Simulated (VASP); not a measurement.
Band structure of Mg (space group P6_3/mmc). All values below come from PBE GGA, VASP's PBE PAW potentials (set 64) (plane waves; VASP).

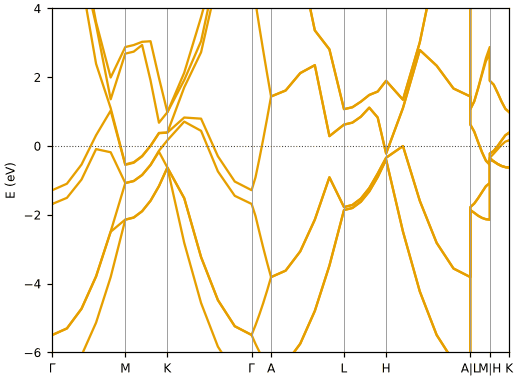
Figure: Bands along high-symmetry lines, zero at the valence-band maximum or, without a gap, the Fermi level

Q: Read the plot: is there a gap, and where are the band edges?

A: It has no gap at this level: it comes out as a metal or semimetal.

The structure comes from a computed database's Mg entry; how it stands against other phases isn't given here. The cell was not relaxed at this level.
